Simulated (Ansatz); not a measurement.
# BNH4 (triplet): one geometry, many settings at distance B1–H4 along a hydrogen transfer = 1.390 Å

What do other methods and options give for BNH4 (triplet) at this geometry, and how long do they take?

Method: the settings change from run to run; program: Ansatz 0.2.0, Gaussian basis.

8 further runs of the same task are left out: 1 for a mislabelled method, 7 that didn't finish.

## Step 1: The system

The geometry derives from fragments relaxed apart (PBE0/def2-TZVP) and kept rigid, so it is no stationary point. A hydrogen atom is moved between rigid fragments.

6 atoms, charge 0, spin multiplicity 3.

Atoms are counted from 1 here; the program's logs count them from 0.

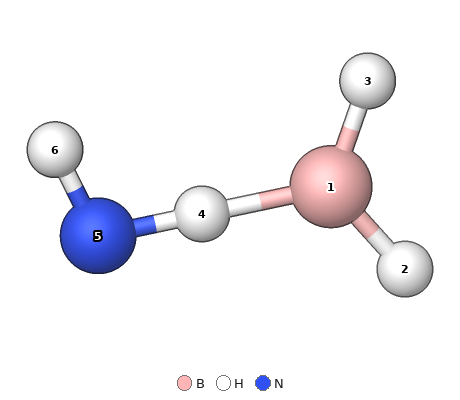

The geometry (boron pink, hydrogen white, nitrogen blue); atoms are numbered from 1 in the order of the file.

## Step 2: CCSD on ROHF/STO-3G

The input, in.yaml:

```yaml
crystal:
  periodic: [false, false, false]
  atoms:
    - {symbol: B, position_ang: [-1.321551, 0.035086, 0.000000]}
    - {symbol: H, position_ang: [-1.918284, 1.068657, 0.000000]}
    - {symbol: H, position_ang: [-1.918284, -0.998486, 0.000000]}
    - {symbol: H, position_ang: [0.068449, 0.035086, 0.000000]}
    - {symbol: N, position_ang: [1.186449, 0.035086, 0.000000]}
    - {symbol: H, position_ang: [1.455531, -0.969141, 0.000000]}
basis:
  gaussian: {orbitals: STO-3G}
magnetization: {spin_polarized: false, initial_magnetization: 2}
correlation: {method: ccsd, electrons: all}
output: {forces: true}
```

Command:

```sh
$ ansatz run in.yaml --threads 1 --pin off --events-out ev --progress --plain --max-ram 2393MiB
```

The log of the run, shortened:

```text
Functional definition: HF
  name "HF"
  cite "Fock, Z. Phys. 61, 126 (1930) doi:10.1007/BF01340294"
  parent pbe
[...]
181 factors; integrals over basis functions are off by at most 3.0e-5 eV
[...]
mean field -2183.01798395 eV, -80.2244312073 hartree, gradient 7.0e-6 eV, S^2 2.000000; 2 other end points of the search recorded, 0 dependent functions left out
[...]
determinant -2183.01798395 eV, -80.2244312073 hartree, with singles and doubles -2185.73461623 eV, -80.3242656025 hartree
determinant -2181.01214902 eV, -80.1507181332 hartree, with singles and doubles -2183.96827880 eV, -80.2593538991 hartree
determinant -2179.80809109 eV, -80.1064698204 hartree, with singles and doubles -2182.24792328 eV, -80.1961319996 hartree
reference -2183.01798395 eV, -80.2244312073 hartree; 9, 7 occupied and 5, 7 virtual orbitals, 181 factors
second order -1.73027192 eV of doubles, -0.17338947 eV of singles
cycle   1  -2.71649055 eV  change    1.4e-4 eV  update   4.4e-4
[...]
cycle   9  -2.71648972 eV  change    2.6e-6 eV  update   6.3e-7
[...]
Total energy: -2185.73447366 eV, -80.3242603631 hartree
Atom 0 at    -1.321551     0.035086     0.000000 Å, force    -1.775890    -0.196151     0.000000 eV/Å
Atom 1 at    -1.918284     1.068657     0.000000 Å, force     0.171682    -0.190732     0.000000 eV/Å
Atom 2 at    -1.918284    -0.998486     0.000000 Å, force     0.092216     0.182212    -0.000000 eV/Å
Atom 3 at     0.068449     0.035086     0.000000 Å, force    -3.674932    -0.126598     0.000000 eV/Å
Atom 4 at     1.186449     0.035086     0.000000 Å, force     5.028869     3.068443     0.000000 eV/Å
Atom 5 at     1.455531    -0.969141     0.000000 Å, force     0.158056    -2.737174     0.000000 eV/Å
Dipole moment:    -0.086579    -0.257229     0.000000 e Å
```

Wall time 0.33 s (1 thread of Intel Xeon 6975P-C, shared host).

From the report: correlation -2.7165 eV; T1 0.017; largest double amplitude 0.07.

## Step 3: MRCISD+Q(4,3)/6-31G

in.yaml, as its differences from that of step 2:

```diff
@@ -10,5 +10,4 @@
 basis:
-  gaussian: {orbitals: STO-3G}
+  gaussian: {orbitals: 6-31G}
 magnetization: {spin_polarized: false, initial_magnetization: 2}
-correlation: {method: ccsd, electrons: all}
-output: {forces: true}
+correlation: {method: fic_mrcisd_q, electrons: all, active_space: {window: {electrons: 4, orbitals: 3}}}
```

The command is unchanged.

The log of the run, shortened:

```text
Functional definition: HF
  name "HF"
  cite "Fock, Z. Phys. 61, 126 (1930) doi:10.1007/BF01340294"
  parent pbe
[...]
386 factors; integrals over basis functions are off by at most 2.8e-4 eV
[...]
mean field -2210.36611762 eV, -81.2294565827 hartree, gradient 4.5e-6 eV, S^2 2.000000; 5 other end points of the search recorded, 0 dependent functions left out
reference -2210.36611762 eV, -81.2294565827 hartree; 9, 7 occupied and 17, 19 virtual orbitals, 386 factors
state -2210.36611762 eV, -81.2294565827 hartree
contracted CI cycle   1: correlation 0.00000000 eV, 0.0000000000 hartree, residual 1.79e1 eV
contracted CI cycle   2: correlation -4.25123682 eV, -0.1562300717 hartree, residual 3.10e0 eV
contracted CI cycle   3: correlation -4.41895470 eV, -0.1623935898 hartree, residual 7.26e-1 eV
contracted CI cycle   4: correlation -4.42860525 eV, -0.1627482412 hartree, residual 1.80e-1 eV
contracted CI cycle   5: correlation -4.42925876 eV, -0.1627722573 hartree, residual 5.70e-2 eV
contracted CI cycle   6: correlation -4.42932908 eV, -0.1627748415 hartree, residual 1.86e-2 eV
contracted CI cycle   7: correlation -4.42933710 eV, -0.1627751359 hartree, residual 6.62e-3 eV
contracted CI cycle   8: correlation -4.42933799 eV, -0.1627751687 hartree, residual 2.10e-3 eV
contracted CI cycle   9: correlation -4.42933807 eV, -0.1627751719 hartree, residual 6.22e-4 eV
state -2210.36611762 eV, -81.2294565827 hartree; corrected -2215.14125074 eV, -81.4049394881 hartree
WARN: 1 active orbitals are nearly empty or full. The corrections depend on them more than the energy does, and are more stable in an active space without them
Total energy: -2215.14125074 eV, -81.4049394881 hartree
```

It took 0.63 s on 1 thread of Intel Xeon 6975P-C, shared host.

From the report: 4 determinants; active occupations 2.00, 1.00, 1.00. The report marks this result as in doubt.

## Step 4: MRCISD+Q(relaxed)(2,3)/6-31G

in.yaml, as its differences from that of step 3:

```diff
@@ -12,2 +12,2 @@
 magnetization: {spin_polarized: false, initial_magnetization: 2}
-correlation: {method: fic_mrcisd_q, electrons: all, active_space: {window: {electrons: 4, orbitals: 3}}}
+correlation: {method: fic_mrcisd_q_relaxed, electrons: all, active_space: {window: {electrons: 2, orbitals: 3}}}
```

The command is unchanged.

The log of the run, shortened:

```text
Functional definition: HF
  name "HF"
  cite "Fock, Z. Phys. 61, 126 (1930) doi:10.1007/BF01340294"
  parent pbe
[...]
386 factors; integrals over basis functions are off by at most 2.8e-4 eV
[...]
mean field -2210.36611762 eV, -81.2294565827 hartree, gradient 4.5e-6 eV, S^2 2.000000; 5 other end points of the search recorded, 0 dependent functions left out
reference -2210.36611762 eV, -81.2294565827 hartree; 9, 7 occupied and 17, 19 virtual orbitals, 386 factors
state -2210.36611762 eV, -81.2294565827 hartree
contracted CI cycle   1: correlation 0.00000000 eV, 0.0000000000 hartree, residual 1.79e1 eV
contracted CI cycle   2: correlation -4.26627450 eV, -0.1567826962 hartree, residual 2.99e0 eV
contracted CI cycle   3: correlation -4.42021805 eV, -0.1624400171 hartree, residual 7.38e-1 eV
contracted CI cycle   4: correlation -4.42995345 eV, -0.1627977865 hartree, residual 2.32e-1 eV
contracted CI cycle   5: correlation -4.43118738 eV, -0.1628431327 hartree, residual 7.99e-2 eV
contracted CI cycle   6: correlation -4.43134169 eV, -0.1628488035 hartree, residual 3.18e-2 eV
contracted CI cycle   7: correlation -4.43136488 eV, -0.1628496557 hartree, residual 1.08e-2 eV
contracted CI cycle   8: correlation -4.43136763 eV, -0.1628497567 hartree, residual 3.76e-3 eV
contracted CI cycle   9: correlation -4.43136794 eV, -0.1628497682 hartree, residual 1.31e-3 eV
state -2210.36611762 eV, -81.2294565827 hartree; corrected -2215.14367194 eV, -81.4050284654 hartree
WARN: 1 active orbitals are nearly empty or full. The corrections depend on them more than the energy does, and are more stable in an active space without them
Total energy: -2215.14367194 eV, -81.4050284654 hartree
```

Wall time 0.63 s (1 thread of Intel Xeon 6975P-C, shared host).

From the report: 4 determinants; active occupations 1.00, 1.00, 0.00. The report marks this result as in doubt.

## Step 5: MP2 on ROHF/cc-pVDZ

in.yaml, as its differences from that of step 4:

```diff
@@ -10,4 +10,4 @@
 basis:
-  gaussian: {orbitals: 6-31G}
+  gaussian: {orbitals: cc-pVDZ}
 magnetization: {spin_polarized: false, initial_magnetization: 2}
-correlation: {method: fic_mrcisd_q_relaxed, electrons: all, active_space: {window: {electrons: 2, orbitals: 3}}}
+correlation: {method: mp2, electrons: all}
```

Launched as before.

The log of the run:

```text
Functional definition: HF
  name "HF"
  cite "Fock, Z. Phys. 61, 126 (1930) doi:10.1007/BF01340294"
  parent pbe
  exchange = exact_x
  correlation = 0
440 factors; integrals over basis functions are off by at most 1.4e-3 eV
mean field evaluation 1: about -2210.3976 eV, gradient 1.5e1 eV
mean field evaluation 2: about -2210.3976 eV, gradient 1.5e1 eV
mean field evaluation 4: about -2211.4894 eV, gradient 2.7e0 eV
mean field evaluation 8: about -2211.5154 eV, gradient 2.8e-3 eV
mean field evaluation 16: about -2210.1649 eV, gradient 5.3e-6 eV
mean field evaluation 32: about -2209.0439 eV, gradient 2.0e-2 eV
mean field -2211.51536414 eV, -81.2716906132 hartree, gradient 9.7e-7 eV, S^2 2.000000; 7 other end points of the search recorded, 0 dependent functions left out
mean field evaluation 64: about -2211.8657 eV, gradient 2.2e-1 eV
mean field evaluation 96: about -2209.5202 eV, gradient 1.7e0 eV
reference -2211.51536414 eV, -81.2716906132 hartree; 9, 7 occupied and 39, 41 virtual orbitals, 440 factors
second order -6.37244830 eV of doubles, -0.19757697 eV of singles
Total energy: -2218.08538940 eV, -81.5131345883 hartree
```

Run time: 0.66 s. Hardware: 1 thread of Intel Xeon 6975P-C, shared host.

## Step 6: CCSD on ROHF/6-31G

in.yaml, as its differences from that of step 5:

```diff
@@ -10,4 +10,6 @@
 basis:
-  gaussian: {orbitals: cc-pVDZ}
+  gaussian: {orbitals: 6-31G, fitting: {mean_field: def2-universal-jkfit}}
 magnetization: {spin_polarized: false, initial_magnetization: 2}
-correlation: {method: mp2, electrons: all}
+hamiltonian: {pseudopotentials: {relativity: scalar}}
+correlation: {method: ccsd, electrons: outside_noble_gas}
+accuracy: high
```

Same command.

The log of the run, shortened:

```text
Functional definition: HF
  name "HF"
  cite "Fock, Z. Phys. 61, 126 (1930) doi:10.1007/BF01340294"
  parent pbe
[...]
224 factors; integrals over basis functions are off by at most 4.9e-2 eV
[...]
mean field -2211.29365810 eV, -81.2635430666 hartree, gradient 9.5e-8 eV, S^2 2.000000; 5 other end points of the search recorded, 0 dependent functions left out
determinant -2211.29365810 eV, -81.2635430666 hartree, with singles and doubles -2215.96503457 eV, -81.4352129856 hartree
determinant -2209.87485054 eV, -81.2114028503 hartree, with singles and doubles -2214.77240871 eV, -81.3913847933 hartree
determinant -2209.02978044 eV, -81.1803470969 hartree, with singles and doubles -2213.65204400 eV, -81.3502121499 hartree
2 core orbitals not correlated: weight in the atoms' cores, before any rotation towards them, 1.000 or more for the frozen orbitals, at most 0.000 for the correlated occupied ones
reference -2211.29365810 eV, -81.2635430666 hartree; 7, 5 occupied and 17, 19 virtual orbitals, 224 factors
second order -3.75260114 eV of doubles, -0.16161953 eV of singles
cycle   1  -4.67130286 eV  change    7.4e-5 eV  update   5.9e-4
[...]
cycle  19  -4.67137074 eV  change   4.6e-10 eV  update  8.4e-10
Total energy: -2215.96502885 eV, -81.4352127751 hartree
Relativity: scalar
```

Wall time 0.66 s (1 thread of Intel Xeon 6975P-C, shared host).

From the report: correlation -4.6714 eV; T1 0.019; largest double amplitude 0.04.

## Step 7: CCSD(T) on UHF/cc-pVDZ

in.yaml, as its differences from that of step 6:

```diff
@@ -10,6 +10,6 @@
 basis:
-  gaussian: {orbitals: 6-31G, fitting: {mean_field: def2-universal-jkfit}}
-magnetization: {spin_polarized: false, initial_magnetization: 2}
-hamiltonian: {pseudopotentials: {relativity: scalar}}
-correlation: {method: ccsd, electrons: outside_noble_gas}
-accuracy: high
+  gaussian: {orbitals: cc-pVDZ}
+magnetization: {spin_polarized: true, initial_magnetization: 2}
+correlation: {method: ccsd_t, electrons: outside_noble_gas}
+scf: {lower_state_search: off}
+output: {forces: true}
```

Launched as before.

The log of the run, shortened:

```text
Functional definition: HF
  name "HF"
  cite "Fock, Z. Phys. 61, 126 (1930) doi:10.1007/BF01340294"
  parent pbe
[...]
440 factors; integrals over basis functions are off by at most 1.4e-3 eV
[...]
mean field -2211.86677885 eV, -81.2846048654 hartree, gradient 3.0e-6 eV, S^2 2.030901; 0 other end points of the search recorded, 0 dependent functions left out
2 core orbitals not correlated: weight in the atoms' cores, before any rotation towards them, 1.000 or more for the frozen orbitals, at most 0.000 for the correlated occupied ones
reference -2211.86677885 eV, -81.2846048654 hartree; 7, 5 occupied and 39, 41 virtual orbitals, 440 factors
second order -6.03442499 eV of doubles, -0.00000000 eV of singles
cycle   1  -6.81790467 eV  change   -7.8e-1 eV  update   6.3e-2
[...]
cycle  14  -7.14372583 eV  change    1.2e-6 eV  update   7.1e-7
perturbative correction -0.14692972 eV, -0.0053995677 hartree
[...]
Total energy: -2219.15743440 eV, -81.5525315153 hartree
Atom 0 at    -1.321551     0.035086     0.000000 Å, force    -1.775448    -0.144047     0.000000 eV/Å
Atom 1 at    -1.918284     1.068657     0.000000 Å, force    -0.042559     0.441099    -0.000000 eV/Å
Atom 2 at    -1.918284    -0.998486     0.000000 Å, force    -0.115068    -0.436745    -0.000000 eV/Å
Atom 3 at     0.068449     0.035086     0.000000 Å, force    -0.661399    -0.073181    -0.000000 eV/Å
Atom 4 at     1.186449     0.035086     0.000000 Å, force     2.858284     0.546225     0.000000 eV/Å
Atom 5 at     1.455531    -0.969141     0.000000 Å, force    -0.263810    -0.333351     0.000000 eV/Å
Dipole moment:    -0.126696    -0.267516     0.000000 e Å
Checks for a lower state left out: starts, cluster_reference, orbital_swaps, neighbouring_geometries, increment
```

Wall time 3.5 s (1 thread of Intel Xeon 6975P-C, shared host).

From the report: ⟨S²⟩ of the determinant 2.031 (pure triplet: 2.00); correlation -7.2907 eV; T1 0.015; largest double amplitude 0.03.

## Step 8: BCCD on UHF/def2-mTZVP

in.yaml, as its differences from that of step 7:

```diff
@@ -10,6 +10,5 @@
 basis:
-  gaussian: {orbitals: cc-pVDZ}
+  gaussian: {orbitals: def2-mTZVP}
 magnetization: {spin_polarized: true, initial_magnetization: 2}
-correlation: {method: ccsd_t, electrons: outside_noble_gas}
-scf: {lower_state_search: off}
-output: {forces: true}
+correlation: {method: bccd, electrons: outside_noble_gas}
+scf: {omitted_lower_state_checks: [cluster_reference]}
```

Launched as before.

The log of the run, shortened:

```text
Functional definition: HF
  name "HF"
  cite "Fock, Z. Phys. 61, 126 (1930) doi:10.1007/BF01340294"
  parent pbe
[...]
474 factors; integrals over basis functions are off by at most 1.2e-3 eV
[...]
mean field -2212.23691354 eV, -81.2982070647 hartree, gradient 2.4e-6 eV, S^2 2.033549; 2 other end points of the search recorded, 0 dependent functions left out
2 core orbitals not correlated: weight in the atoms' cores, before any rotation towards them, 1.000 or more for the frozen orbitals, at most 0.000 for the correlated occupied ones
reference -2212.23691354 eV, -81.2982070647 hartree; 7, 5 occupied and 41, 43 virtual orbitals, 474 factors
second order -5.62297591 eV of doubles, -0.00000000 eV of singles
cycle   1  -6.28153148 eV  change   -6.6e-1 eV  update   6.4e-2
[...]
cycle  11  -6.57652558 eV  change    3.1e-7 eV  update   6.2e-6
Total energy: -2218.81343912 eV, -81.5398899220 hartree
Checks for a lower state left out: cluster_reference
```

Run time: 1.1 s. Hardware: 1 thread of Intel Xeon 6975P-C, shared host.

From the report: ⟨S²⟩ of the determinant 2.034 (pure triplet: 2.00); correlation -6.5765 eV; largest double amplitude 0.03.

## Step 9: CCSD(T)/def2-mTZVP

in.yaml, as its differences from that of step 8:

```diff
@@ -10,5 +10,6 @@
 basis:
-  gaussian: {orbitals: def2-mTZVP}
+  gaussian: {orbitals: def2-mTZVP, point_charges: [{charge: -0.50, position_ang: [6.449, 0.431, 0.678]}]}
 magnetization: {spin_polarized: true, initial_magnetization: 2}
-correlation: {method: bccd, electrons: outside_noble_gas}
-scf: {omitted_lower_state_checks: [cluster_reference]}
+hamiltonian: {xc: {name: r2SCAN}}
+correlation: {method: ccsd_t, electrons: outside_noble_gas}
+output: {forces: true}
```

The command is unchanged.

The log of the run, shortened:

```text
Functional definition: r2SCAN
  name "r2SCAN"
  cite "Furness, Kaplan, Ning, Perdew & Sun, J. Phys. Chem. Lett. 11, 8208 (2020) doi:10.1021/acs.jpclett.0c02405"
  cite "Furness, Kaplan, Ning, Perdew & Sun, J. Phys. Chem. Lett. 11, 9248 (2020) doi:10.1021/acs.jpclett.0c03077"
  parent r2scan
[...]
474 factors; integrals over basis functions are off by at most 1.2e-3 eV
[...]
mean field -2224.74569361 eV, -81.7578962535 hartree, gradient 6.8e-6 eV, S^2 2.010771; 4 other end points of the search recorded, 0 dependent functions left out
2 core orbitals not correlated: weight in the atoms' cores, before any rotation towards them, 1.000 or more for the frozen orbitals, at most 0.000 for the correlated occupied ones
reference -2211.84417632 eV, -81.2837742378 hartree; 7, 5 occupied and 41, 43 virtual orbitals, 474 factors
second order -5.97788067 eV of doubles, -0.21614404 eV of singles
cycle   1  -6.60513538 eV  change   -4.1e-1 eV  update   6.0e-2
[...]
cycle  18  -6.87783703 eV  change    1.5e-8 eV  update   2.2e-7
perturbative correction -0.17784366 eV, -0.0065356340 hartree
[...]
Total energy: -2218.89985701 eV, -81.5430657207 hartree
Atom 0 at    -1.321551     0.035086     0.000000 Å, force    -2.184514    -0.132554    -0.000645 eV/Å
Atom 1 at    -1.918284     1.068657     0.000000 Å, force     0.183895     0.023716     0.001314 eV/Å
Atom 2 at    -1.918284    -0.998486     0.000000 Å, force     0.084449    -0.024826     0.001088 eV/Å
Atom 3 at     0.068449     0.035086     0.000000 Å, force    -0.680607     0.000433     0.003193 eV/Å
Atom 4 at     1.186449     0.035086     0.000000 Å, force     2.686181     0.246441    -0.021742 eV/Å
Atom 5 at     1.455531    -0.969141     0.000000 Å, force    -0.109681    -0.096389     0.013059 eV/Å
Dipole moment:    -0.142506    -0.315417     0.003154 e Å
```

Wall time 7.5 s (1 thread of Intel Xeon 6975P-C, shared host).

From the report: ⟨S²⟩ of the determinant 2.011 (pure triplet: 2.00); correlation -7.0557 eV; T1 0.011; largest double amplitude 0.03. The orbitals are Kohn-Sham ones, so correlation energy and T1 don't compare with those on Hartree-Fock orbitals.

## Step 10: All runs side by side

Where basis and cores are those of an earlier UCCSDT(Q)/cc-pVDZ run (-2219.1927 eV), and the state is the same kind, the miss against it is given. † marks a result that the program doubts.

```csv
level,correlated,functions,energy (eV),from UCCSDT(Q) (meV),time
CCSD on ROHF/STO-3G,all,14,-2185.7345,,0.33 s
"MRCISD+Q(4,3)/6-31G †",all,26,-2215.1413,,0.63 s
"MRCISD+Q(relaxed)(2,3)/6-31G †",all,26,-2215.1437,,0.63 s
MP2 on ROHF/cc-pVDZ,all,48,-2218.0854,,0.66 s
CCSD on ROHF/6-31G (relativity set),outside noble gas,26,-2215.9650,,0.66 s
CCSD(T) on UHF/cc-pVDZ,outside noble gas,48,-2219.1574,35.3,3.5 s
BCCD on UHF/def2-mTZVP,outside noble gas,50,-2218.8134,,1.1 s
"CCSD(T)/def2-mTZVP (beside a point charge, on r2SCAN orbitals)",outside noble gas,50,-2218.8999,,7.5 s
```

## Step 11: Results

| quantity | value |
| --- | --- |
| runs | 8 |
| quickest | CCSD on ROHF/STO-3G, 0.33 s |
| slowest | CCSD(T)/def2-mTZVP (beside a point charge, on r2SCAN orbitals), 7.5 s |

In words: Total energies in different bases, with other cores or another treatment of relativity can't be set against each other. CCSD(T)/def2-mTZVP (beside a point charge, on r2SCAN orbitals) took 23 times as long as CCSD on ROHF/STO-3G; the jobs differ in more than the method.
